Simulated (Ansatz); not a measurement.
## A ladder of methods for C2H3Cl2Si (SMILES [H]/[C]=C/[SiH](Cl)Cl)

The species is C2H3Cl2Si (8 atoms), meant as a doublet with charge 0. SMILES: `[H]/[C]=C/[SiH](Cl)Cl`. The shape is that of a PBE0-D4/def2-TZVP optimisation. This is one conformer, not always the lowest.

```xyz
8

C    -0.4672    1.5498    0.6593
C    -0.1936    0.2791    0.7379
Si    0.3016   -0.6358   -0.7911
Cl   -1.0131   -2.1666   -1.1309
Cl    2.1641   -1.4435   -0.5346
H    -0.7725    2.3764    1.2856
H    -0.2496   -0.2621    1.6890
H     0.3225    0.2456   -1.9711
```

Quantity: the energy change with the Si3–H8 bond stretched from 1.473 to 1.694 Å, in eV. The values are calculated.

```
            level                    kind  program  value (eV)  less CCSD(T)/def2-SVP
  USVWN5/def2-SVP                     LDA   Ansatz        0.26                  -0.09
    UPBE/def2-SVP                     GGA   Ansatz        0.26                  -0.09
  UB3LYP/def2-SVP           global hybrid   Ansatz        0.32                  -0.03
 U-wB97X/def2-SVP  range-separated hybrid   Ansatz        0.34                  -0.01
 UB2PLYP/def2-SVP           double hybrid   Ansatz        0.35                   0.00
 RPA@PBE/def2-SVP                     RPA   Ansatz        0.34                  -0.01
    UMP2/def2-SVP     perturbation theory   Ansatz        0.37                  +0.02
UCCSD(T)/def2-SVP   coupled cluster or CI   Ansatz        0.35                   0.00
```

Differences are taken from UCCSD(T)/def2-SVP for orientation; it has basis-set and higher-order errors of its own. The first shape isn't each level's own minimum. The values span 0.26 to 0.37 eV. Spin contamination of the reference (⟨S²⟩ at least 0.1 too high) touches UMP2/def2-SVP, UCCSD(T)/def2-SVP.

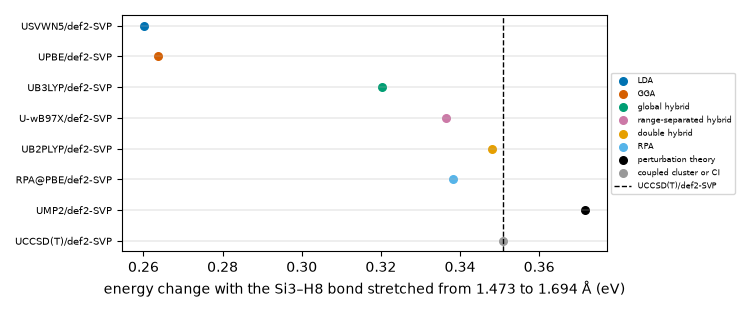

The values of the table, level by level.
